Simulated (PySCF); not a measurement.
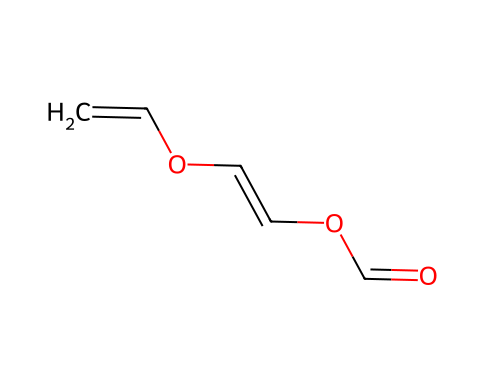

2D structure.

Give its SMILES.

Answer. C=CO/C=C/OC=O

What is the molecular formula?

Answer. C5H6O3.

More results for the same structure follow; atom numbers are the same in all pictures, views and colours differ. The geometry was computed by an optimisation with PBE0-D3(BJ)/def2-SVP. No frequency run is at hand to confirm it as a minimum.

Excitation

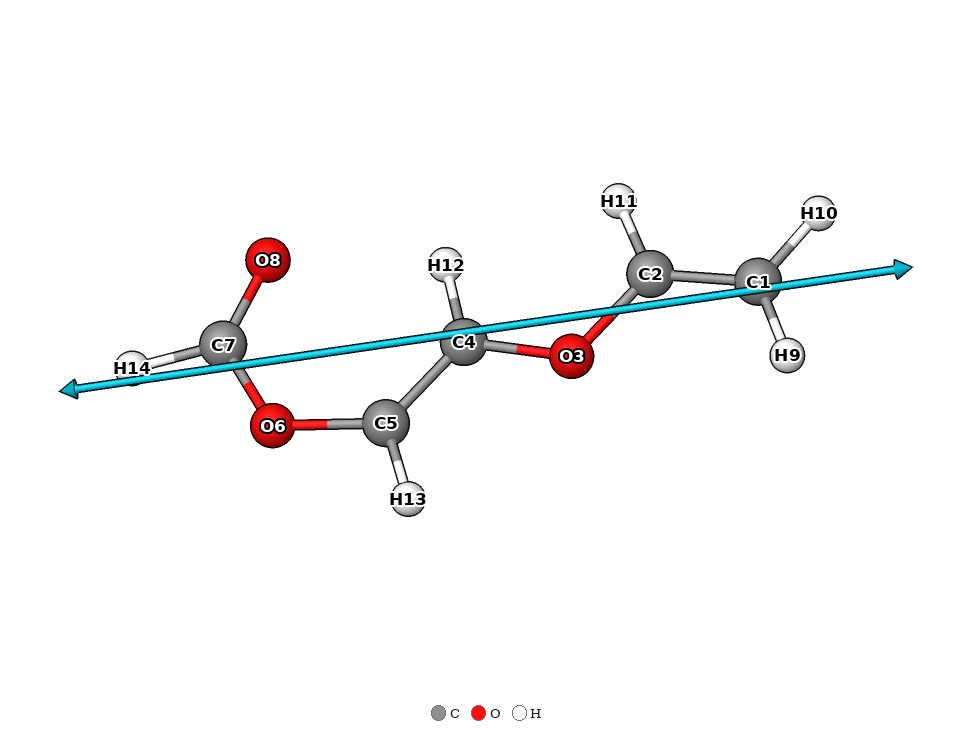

The double arrow shows the direction of the transition dipole to excited singlet state 1 (its length means nothing). No frequency run is at hand to confirm it as a minimum. Level of theory: TDDFT ωB97X-D/def2-SVPD, vertical, gas phase, core orbitals frozen in the response (PySCF 2.14.0).

How is the transition polarised?

Answer. In the molecular plane, nearly parallel to the C5–O6 bond.

Where does the transition lie, and how strong is it?

Answer. 5.49 eV (226 nm), oscillator strength 0.42, mainly HOMO → LUMO (weight 0.92); transition dipole 4.48 D.

Polarisability

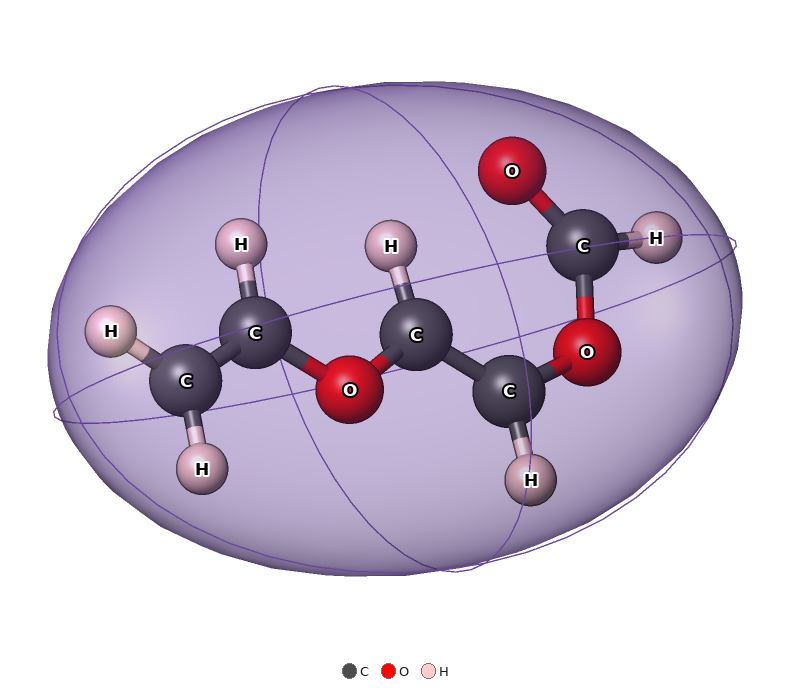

The ellipsoid shows the static dipole polarisability: its half-axes are proportional to the principal values. No frequency run is at hand to confirm it as a minimum. Method: ωB97X-D/def2-SVPD (PySCF 2.14.0).

Give the principal values, the mean and the anisotropy.

Answer. Principal values 48.0, 68.8, 119.3 bohr³; mean 78.7 bohr³ (11.66 Å³); anisotropy 63.4 bohr³, so the longest axis is 2.48 times the shortest.

NMR shielding

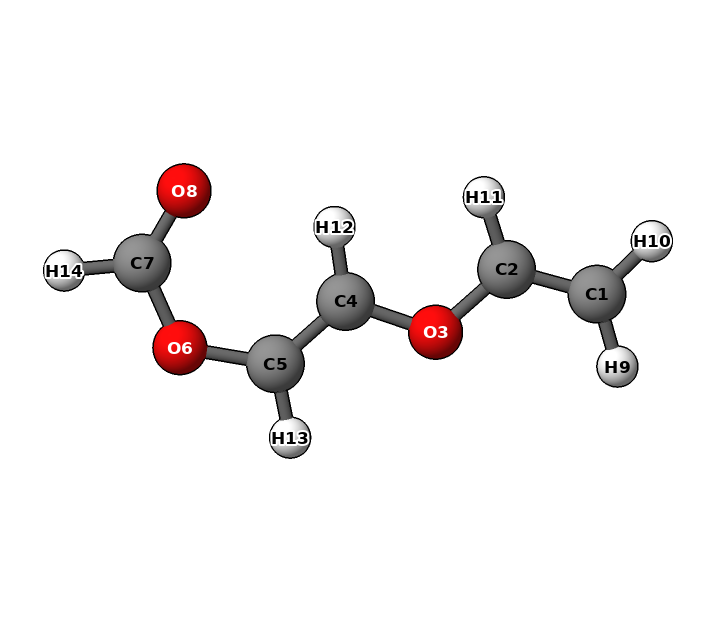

No frequency run is at hand to confirm it as a minimum. Properties computed with GIAO PBE0/pcSseg-1 NMR shielding, non-relativistic, gas phase (PySCF 2.14.0). Principal shieldings σ11 ≤ σ22 ≤ σ33, span Ω = σ33 − σ11, skew κ = 3(σiso − σ22)/Ω.

Which O atom has the most anisotropic shielding?

Answer. O8, with a span of 698 ppm.

Give the shielding tensors of the O atoms.

```
atom     σ11     σ22    σ33    σiso      Ω      κ
  O3    66.7   143.8  261.0   157.2  194.3   0.21
  O6   −89.4   168.1  243.7   107.5  333.1  −0.55
  O8  −426.2  −231.7  272.0  −128.6  698.2   0.44
```

Shieldings and span in ppm.

Charges

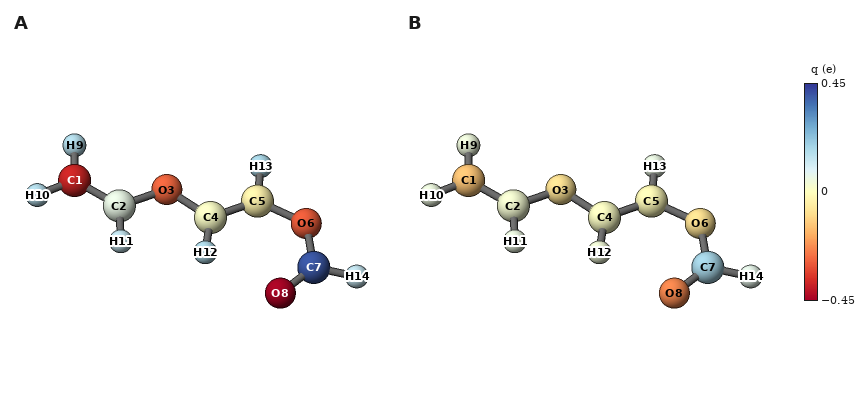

Atomic charges of one calculation by 2 schemes, on one colour scale. No frequency run is at hand to confirm it as a minimum. Method: PBE0/pcSseg-1 (PySCF 2.14.0).

The schemes are Hirshfeld, IAO. Which panel shows which?

Answer. A IAO, B Hirshfeld.

List the charges (e), one line for each set of equivalent atoms.

```json
{"atom": "C1", "IAO": "−0.37", "Hirshfeld": "−0.14"}
{"atom": "C2", "IAO": "0.06", "Hirshfeld": "0.03"}
{"atom": "O3", "IAO": "−0.27", "Hirshfeld": "−0.08"}
{"atom": "C4", "IAO": "0.01", "Hirshfeld": "0.01"}
{"atom": "C5", "IAO": "−0.03", "Hirshfeld": "−0.01"}
{"atom": "O6", "IAO": "−0.29", "Hirshfeld": "−0.08"}
{"atom": "C7", "IAO": "0.40", "Hirshfeld": "0.18"}
{"atom": "O8", "IAO": "−0.44", "Hirshfeld": "−0.23"}
{"atom": "H9", "IAO": "0.16", "Hirshfeld": "0.05"}
{"atom": "H10", "IAO": "0.16", "Hirshfeld": "0.05"}
{"atom": "H11", "IAO": "0.14", "Hirshfeld": "0.06"}
{"atom": "H12", "IAO": "0.17", "Hirshfeld": "0.04"}
{"atom": "H13", "IAO": "0.18", "Hirshfeld": "0.06"}
{"atom": "H14", "IAO": "0.14", "Hirshfeld": "0.07"}
```
